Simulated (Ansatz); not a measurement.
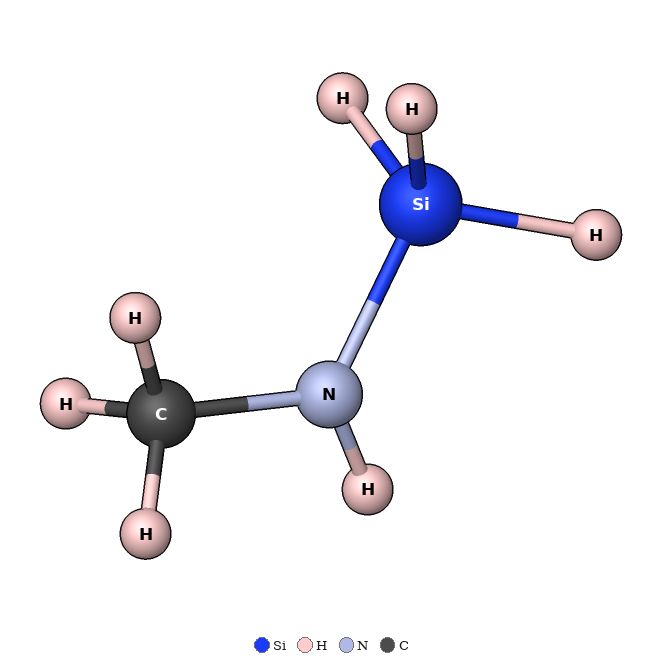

Sticks follow a distance rule. Harmonic vibrations computed with RKS PBE0-D4/def2-TZVP (Ansatz 0.2.0) at a stationary point of the same level.

### Is this a minimum or a saddle point?

A minimum: no imaginary frequency, and the lowest mode lies at 130 cm⁻¹.

### List the wavenumbers.

24 modes: 130, 135, 235, 421, 685, 698, 804, 915, 963, 987, 1105, 1144, 1158, 1408, 1459, 1486, 1514, 2167, 2216, 2231, 3002, 3070, 3106, 3629 cm⁻¹.
